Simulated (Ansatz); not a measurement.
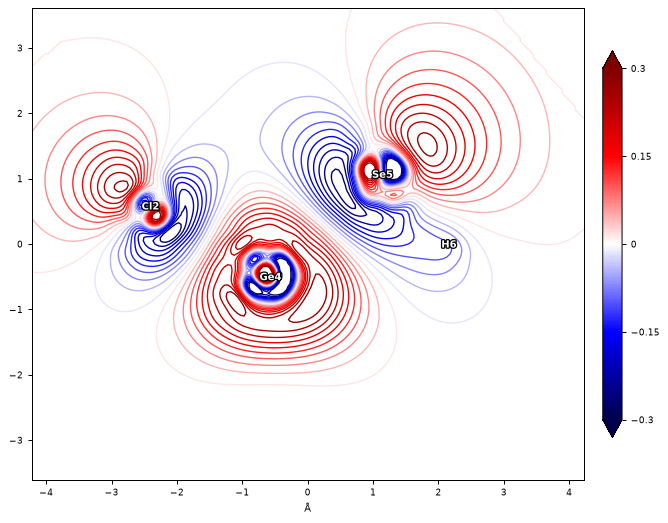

*Cl3GeHSe (SMILES [Cl][Ge]([Cl])([Cl])[SeH]). One frontier orbital on the plane of atoms Ge4, Se5 and H6 (values in Å⁻³ᐟ²; the overall sign is arbitrary).*

Geometry: PBE0-D4/def2-SVP.

The calculation used isolated molecule in a Gaussian basis; Kohn-Sham density functional theory, functional PBE0 in Ansatz.

```xyz
6

Cl   -0.8594   -1.0323    1.7841
Cl    2.2126   -1.1607    0.1599
Cl   -0.7629   -1.3423   -1.6309
Ge    0.2129   -0.4187    0.0358
Se    0.3532    1.8892   -0.1701
H    -1.1145    2.0009   -0.2249
```

**Which orbital is it: HOMO or LUMO?**

The LUMO, at −2.32 eV. It lies mainly on Ge4 (about 25 %), Se5 (about 25 %), Cl3 (about 15 %), Cl1 (about 15 %) and Cl2 (about 15 %).
